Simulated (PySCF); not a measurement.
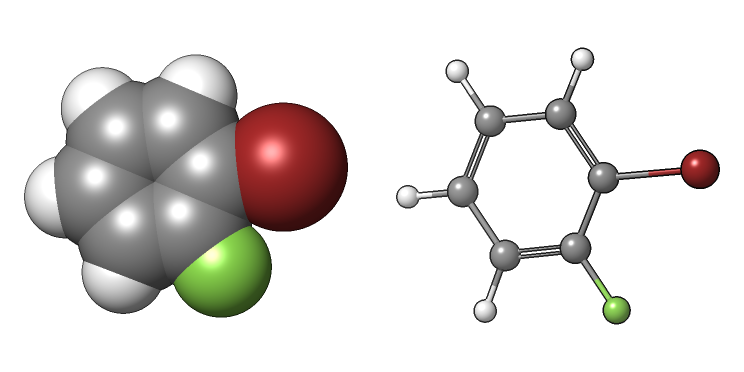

Both panels show the same species. Colours: fluorine green, carbon grey, bromine red, hydrogen white.

Computed geometry: GFN2-xTB optimisation. No frequency run is at hand to confirm it as a minimum.

Question: What is the molecular formula?

Answer: C6H4BrF, 12 atoms: 6 carbon, 4 hydrogen, 1 bromine and 1 fluorine.

Question: Give the symmetry (Schoenflies symbol).

Answer: Cs.

More results for the same structure follow; atom numbers are the same in all pictures, views and colours differ.

**Shape**

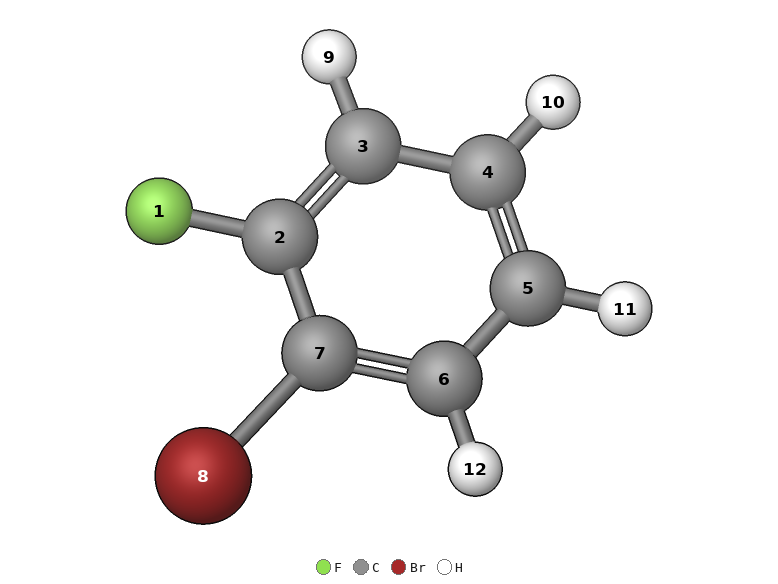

Atoms carry their numbers in the input. No frequency run is at hand to confirm it as a minimum.

What are the angles F1–C2–C3, F1–C2–C7, C2–C3–C4, C2–C3–H9, C2–C7–Br8, C3–C2–C7, C3–C4–C5, C4–C5–H11, C5–C4–H10, C5–C6–C7, C6–C7–Br8, C7–C6–H12?

```csv
angle,degrees
F1–C2–C3,119.2
F1–C2–C7,119.9
C2–C3–C4,119.3
C2–C3–H9,119.0
C2–C7–Br8,120.1
C3–C2–C7,120.9
C3–C4–C5,120.1
C4–C5–H11,120.1
C5–C4–H10,120.2
C5–C6–C7,119.8
C6–C7–Br8,120.4
C7–C6–H12,119.5
```

**Quadrupole coupling**

No frequency run is at hand to confirm it as a minimum. Electric field gradients from the ground-state density, B3LYP/pcJ-1 (pcSseg-1 on Br) (PySCF 2.14.0), non-relativistic apart from any core potentials.

Give the largest field-gradient component, the quadrupole coupling constant and the asymmetry for 79Br at Br8 (Q = 313 mb), 2H at H9 (Q = 2.86 mb), 2H at H10 (Q = 2.86 mb), 2H at H11 (Q = 2.86 mb), 2H at H12 (Q = 2.86 mb).

```
atom  V_zz (a.u.)  e²qQ/h (MHz)     η
 Br8        8.388         616.9  0.07
  H9        0.318         0.214  0.08
 H10        0.318         0.213  0.07
 H11        0.318         0.214  0.08
 H12        0.315         0.211  0.08
```

**Electronic properties**

No frequency run is at hand to confirm it as a minimum. Level of theory: B3LYP/pcJ-1 (pcSseg-1 on Br), gas phase (PySCF 2.14.0).

Computed properties:

- dipole moment: 2.49 D
- HOMO energy (Kohn–Sham orbital): −7.01 eV
- LUMO energy (Kohn–Sham orbital): −1.00 eV
- HOMO–LUMO gap: 6.01 eV

**Spin–spin coupling**

No frequency run is at hand to confirm it as a minimum. Properties computed with B3LYP/pcJ-1 (pcSseg-1 on Br) indirect spin-spin coupling, non-relativistic, gas phase (PySCF 2.14.0). Isotopes: 13C, 19F, 1H.

Give the spin–spin coupling constants of these pairs, with the number of bonds between them: F1/C2, F1/C7, F1/C3, F1/C6, F1/C4, F1/H9.

| pair | bonds apart | J (Hz) |
| --- | --- | --- |
| F1, C2 | 1 | −311.1 |
| F1, C7 | 2 | 19.5 |
| F1, C3 | 2 | 19.2 |
| F1, C6 | 3 | −1.9 |
| F1, C4 | 3 | 4.2 |
| F1, H9 | 3 | 8.7 |

Density functionals are unreliable for couplings to fluorine, so those rows may be far off.

The geometry is semi-empirical. Around Br such bond lengths and angles can be off by a tenth of an ångström or more and by several degrees, and values that hang on the shape move with them.
